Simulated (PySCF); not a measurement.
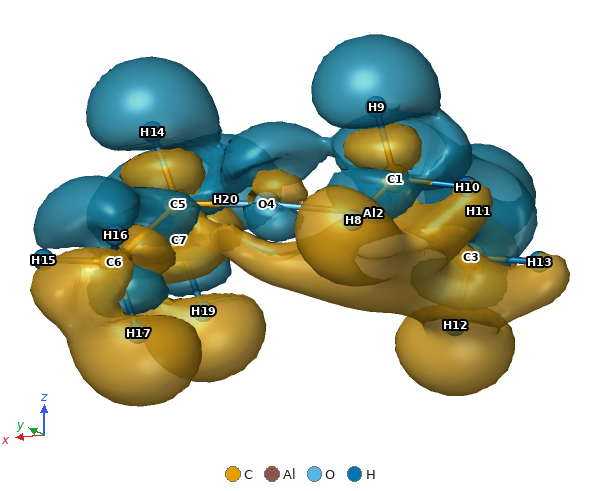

Figure 1: C₅H₁₃AlO, SMILES `C[Al](C)OC(C)C`. Change of the electron density in a uniform field of 0.10 V/Å, surfaces at ±0.0005 e/Å³ (yellow: gain, teal: loss).

PySCF calculation, PBE0/6-31+G*, gas phase; geometry: GFN2-xTB. No frequency check shows the geometry to be a minimum. The basis has diffuse s and p functions alone, which still leaves polarisabilities too small, most of all across bonds.

Question: Along which Cartesian direction does the field point?

Answer: Along +z: electrons gather on the −z side, against the field.

Question: How large is the response?

Answer: The induced dipole is 0.36 D (along the field); α along this axis, from the fields in both directions, is 71 bohr³ (10.6 Å³).

Question: Which atoms gain and lose the most charge?

Answer: Electrons gather most on H17 (Hirshfeld charge changes by −0.004 e) and leave H14 most (+0.004 e); 0.039 electrons are displaced in all.
